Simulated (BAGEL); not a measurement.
# C2H3BClN (SMILES C#CB(N)Cl) at PBE0/cc-pVDZ (density fitting with qzvpp-jkfit)

What is the energy change on altering one bond length of C2H3BClN at PBE0/cc-pVDZ (density fitting with qzvpp-jkfit)? 

The calculation is run with BAGEL 1.2.2.

2 further runs of the same task are left out: 1 that didn't finish, 1 set aside as unsound or not needed. Runs told in other sessions of the task aren't counted.

**1. The molecule**

C2H3BClN has 8 atoms, charge 0, and is taken as a singlet. SMILES: `C#CB(N)Cl`. The coordinates come from a GFN2-xTB relaxation.

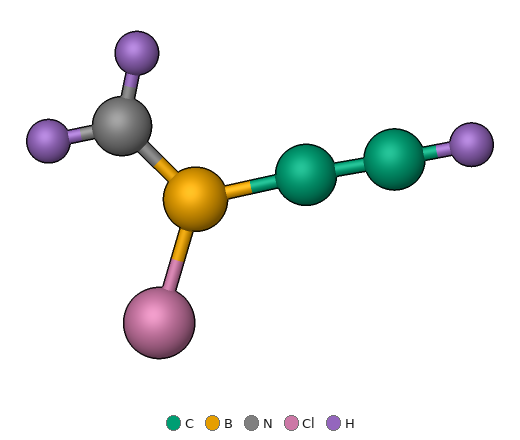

The structure, seen from a chosen angle (carbon teal, boron amber, nitrogen grey, chlorine pink, hydrogen purple).

**2. The energy at PBE0/cc-pVDZ (density fitting with qzvpp-jkfit)**

Input file input.json:

```json
{ "bagel" : [

{
  "title" : "molecule",
  "basis" : "cc-pvdz.json",
  "df_basis" : "qzvpp-jkfit",
  "angstrom" : "true",
  "geometry" : [
    { "atom" : "C", "xyz" : [      -0.093600,       1.671730,       1.445530 ] },
    { "atom" : "C", "xyz" : [      -0.021150,       0.879920,       0.543170 ] },
    { "atom" : "B", "xyz" : [       0.080990,      -0.067780,      -0.638370 ] },
    { "atom" : "N", "xyz" : [      -0.019290,      -1.442560,      -0.490890 ] },
    { "atom" : "Cl", "xyz" : [       0.332360,       0.584170,      -2.235220 ] },
    { "atom" : "H", "xyz" : [      -0.160220,       2.351010,       2.245560 ] },
    { "atom" : "H", "xyz" : [       0.046320,      -2.081900,      -1.264990 ] },
    { "atom" : "H", "xyz" : [      -0.165420,      -1.894590,       0.395210 ] }
  ]
},

{ "title" : "ks", "xc_func" : "pbe0" },

{ "title" : "print", "file" : "orbitals.molden", "orbitals" : "true" }

]}
```

The basis set cc-pVDZ is read from a file made from the Basis Set Exchange's data (not shown).

Started as:

```sh
BAGEL_NUM_THREADS=1 BAGEL input.json > input.out
```

Log:

```text
* using 1 threads per process

  ===============================================================
  ===============================================================

  *** Geometry ***

  { "atom" : "C", "xyz" : [     -0.176878,      3.159112,      2.731656 ] },
  { "atom" : "C", "xyz" : [     -0.039968,      1.662808,      1.026443 ] },
  { "atom" : "B", "xyz" : [      0.153049,     -0.128086,     -1.206344 ] },
  { "atom" : "N", "xyz" : [     -0.036453,     -2.726043,     -0.927648 ] },
  { "atom" : "Cl", "xyz" : [      0.628069,      1.103921,     -4.223954 ] },
  { "atom" : "H", "xyz" : [     -0.302772,      4.442765,      4.243493 ] },
  { "atom" : "H", "xyz" : [      0.087532,     -3.934221,     -2.390485 ] },
  { "atom" : "H", "xyz" : [     -0.312598,     -3.580256,      0.746839 ] },

  Number of auxiliary basis functions:      484

  Since a DF basis is specified, we compute 2- and 3-index integrals:
    o Being stored without compression. Storage requirement is 0.031 GB

  Number of basis functions:       89
  Number of electrons      :       44

    * METHOD: MOLECULE                             0.25

  *** Kohn-Sham DFT ***

    * Removing 14647 points whose weight is below 1.00e-10
    * Grid points: 104601

  === Nuclear Repulsion ===
   169.9811796102

       - DIIS with orbital gradients will be used.

  === KS iteration (pbe0 / cc-pvdz.json) ===
      0       -564.21525481          0.09666417           0.42
      1       -397.36571121          0.18853483           0.41
      2       -513.06951760          0.10319058           0.40
      3       -585.50264380          0.12447023           0.40
      4       -592.80485981          0.10586269           0.41
      5       -595.27021589          0.10571873           0.41
      6       -594.05329186          0.10534217           0.41
      7       -591.07474335          0.11107476           0.41
      8       -542.85007024          0.13562286           0.41
      9       -597.74735683          0.13260301           0.41
     10       -617.33612124          0.01793454           0.41
     11       -617.26049119          0.02285298           0.41
     12       -617.51337934          0.00420423           0.41
     13       -617.52196442          0.00082129           0.41
     14       -617.52231616          0.00029793           0.41
     15       -617.52236682          0.00011688           0.41
     16       -617.52237349          0.00003371           0.42
     17       -617.52237412          0.00000641           0.41
     18       -617.52237414          0.00000377           0.41
     19       -617.52237414          0.00000191           0.42
     20       -617.52237415          0.00000026           0.41
     21       -617.52237415          0.00000011           0.41
     22       -617.52237415          0.00000010           0.41
     23       -617.52237415          0.00000003           0.41
     24       -617.52237415          0.00000001           0.41
    * SCF iteration converged.

    * Permanent dipole moment:
           (    0.129109,     0.826680,    -0.599188) a.u.

    * METHOD: KS                                  10.78

    * METHOD: PRINT                                0.01

  ===============================================================
```

It took 11 s on 1 thread of Arm Neoverse V2, shared host; peak memory 0.44 GiB.

**3. The distorted shape at the same level**

Input file dft.json:

```json
{ "bagel": [

{
  "title": "molecule",
  "basis": "cc-pvdz.json",
  "df_basis": "qzvpp-jkfit",
  "angstrom": "true",
  "geometry": [
    { "atom": "C", "xyz": [      -0.131308,       1.573932,       1.685071 ] },
    { "atom": "C", "xyz": [      -0.058858,       0.782122,       0.782711 ] },
    { "atom": "B", "xyz": [       0.043282,      -0.165578,      -0.398829 ] },
    { "atom": "N", "xyz": [      -0.056998,      -1.540358,      -0.251349 ] },
    { "atom": "Cl", "xyz": [       0.332360,       0.584170,      -2.235220 ] },
    { "atom": "H", "xyz": [      -0.197928,       2.253212,       2.485101 ] },
    { "atom": "H", "xyz": [       0.008612,      -2.179698,      -1.025449 ] },
    { "atom": "H", "xyz": [      -0.203128,      -1.992388,       0.634751 ] }
  ]
},

{ "title": "ks", "xc_func": "pbe0" },

{ "title": "print", "file": "orbitals.molden", "orbitals": "true" }

]}
```

The basis set cc-pVDZ is read from a file made from the Basis Set Exchange's data (not shown).

Started as:

```sh
BAGEL_NUM_THREADS=1 BAGEL dft.json > dft.out
```

Log:

```text
* using 1 threads per process

  ===============================================================
  ===============================================================

  *** Geometry ***

  { "atom" : "C", "xyz" : [     -0.248136,      2.974300,      3.184323 ] },
  { "atom" : "C", "xyz" : [     -0.111226,      1.477996,      1.479109 ] },
  { "atom" : "B", "xyz" : [      0.081791,     -0.312897,     -0.753678 ] },
  { "atom" : "N", "xyz" : [     -0.107711,     -2.910855,     -0.474981 ] },
  { "atom" : "Cl", "xyz" : [      0.628069,      1.103921,     -4.223954 ] },
  { "atom" : "H", "xyz" : [     -0.374030,      4.257954,      4.696160 ] },
  { "atom" : "H", "xyz" : [      0.016274,     -4.119032,     -1.937818 ] },
  { "atom" : "H", "xyz" : [     -0.383856,     -3.765068,      1.199506 ] },

  Number of auxiliary basis functions:      484

  Since a DF basis is specified, we compute 2- and 3-index integrals:
    o Being stored without compression. Storage requirement is 0.031 GB

  Number of basis functions:       89
  Number of electrons      :       44

    * METHOD: MOLECULE                             0.25

  *** Kohn-Sham DFT ***

    * Removing 14337 points whose weight is below 1.00e-10
    * Grid points: 104911

  === Nuclear Repulsion ===
   162.1408957862

       - DIIS with orbital gradients will be used.

  === KS iteration (pbe0 / cc-pvdz.json) ===
      0       -576.48449597          0.11183714           0.42
      1       -522.17648259          0.16584442           0.41
      2       -533.52707085          0.12080772           0.41
      3       -579.72336077          0.18992186           0.41
      4       -614.02591114          0.08255596           0.41
      5       -601.32469892          0.09999179           0.41
      6       -602.05233968          0.10610655           0.41
      7       -594.56425880          0.13050034           0.41
      8       -595.13117249          0.12384050           0.41
      9       -617.20242360          0.02064015           0.41
     10       -617.00609113          0.02486538           0.41
     11       -617.48151253          0.00678336           0.41
     12       -617.49345838          0.00546818           0.41
     13       -617.50621297          0.00248091           0.41
     14       -617.50894072          0.00056549           0.41
     15       -617.50913539          0.00014879           0.41
     16       -617.50915390          0.00004507           0.43
     17       -617.50915457          0.00002275           0.41
     18       -617.50915501          0.00000576           0.41
     19       -617.50915502          0.00000555           0.41
     20       -617.50915503          0.00000246           0.41
     21       -617.50915503          0.00000035           0.41
     22       -617.50915503          0.00000023           0.41
     23       -617.50915503          0.00000005           0.41
     24       -617.50915503          0.00000002           0.41
     25       -617.50915503          0.00000001           0.41
     26       -617.50915503          0.00000002           0.41
     27       -617.50915503          0.00000000           0.41
    * SCF iteration converged.

    * Permanent dipole moment:
           (    0.201095,     0.984522,    -1.069608) a.u.

    * METHOD: KS                                  12.08

    * METHOD: PRINT                                0.01

  ===============================================================
```

Wall time 13 s (1 thread of Arm Neoverse V2, shared host); peak memory 0.44 GiB.

**4. Summary of results**

At PBE0/cc-pVDZ (density fitting with qzvpp-jkfit):

```
                                                          quantity          value
                                         first shape: total energy  -617.52237 Eh
                                        first shape: dipole moment         2.62 D
                                          first shape: HOMO energy       -7.95 eV
                                          first shape: LUMO energy       -0.57 eV
                                        first shape: HOMO–LUMO gap        7.38 eV
                                     distorted shape: total energy  -617.50916 Eh
                                    distorted shape: dipole moment         3.73 D
                                      distorted shape: HOMO energy       -8.12 eV
                                      distorted shape: LUMO energy       -0.95 eV
                                    distorted shape: HOMO–LUMO gap        7.17 eV
energy change with the B3–Cl5 bond stretched from 1.743 to 2.004 Å       0.360 eV
```

With the B3–Cl5 bond stretched from 1.743 to 2.004 Å the energy rises by 0.36 eV (34.7 kJ/mol). The first shape isn't relaxed at this level, so the change isn't measured from a minimum.
